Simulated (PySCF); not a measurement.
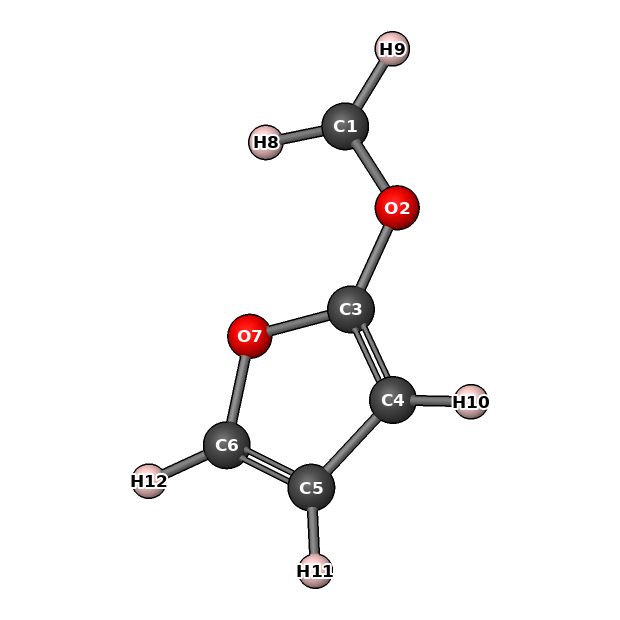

The questions are on Mulliken spin populations. The species is neutral and a spin doublet. The computed structure is the end point of a GFN2-xTB optimisation. No frequency run is at hand to confirm it as a minimum. Level of theory: UKS B3LYP, pcH-1 on C H O, non-relativistic (PySCF 2.14.0).

Give the Mulliken spin populations atom by atom.

| atom | value (e) |
| --- | --- |
| C1 | 0.93 |
| O2 | 0.08 |
| C3 | −0.06 |
| C4 | 0.09 |
| C5 | −0.04 |
| C6 | 0.07 |
| O7 | 0.00 |
| H8 | −0.04 |
| H9 | −0.04 |
| H10 | 0.00 |
| H11 | 0.00 |
| H12 | 0.00 |

Mulliken values depend strongly on the basis set.
